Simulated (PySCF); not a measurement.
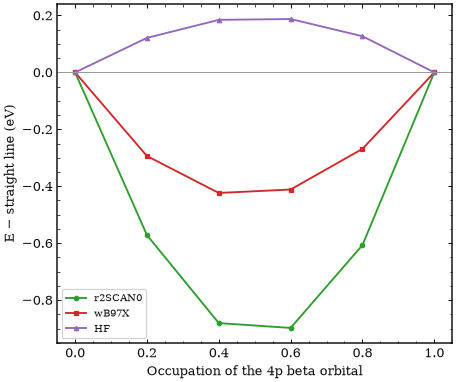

One 4p beta orbital of Kr²⁺ ([Ar] 3d¹⁰ 4s² 4p⁴) is emptied in steps. The plot gives the energy less the straight line between the integer ends. PySCF, def2-TZVPPD, non-relativistic, unrestricted single determinants, no spin-orbit coupling.

Q: Describe the curvature of each method.

A: r2SCAN0: convex (delocalisation error), largest departure −0.90 eV, removal energy 35.57 eV; wB97X: convex (delocalisation error), largest departure −0.42 eV, removal energy 35.64 eV; HF: concave (localisation error), largest departure 0.19 eV, removal energy 34.29 eV. The measured removal energy is 35.84 eV. The exact energy is a straight line between whole electron numbers.
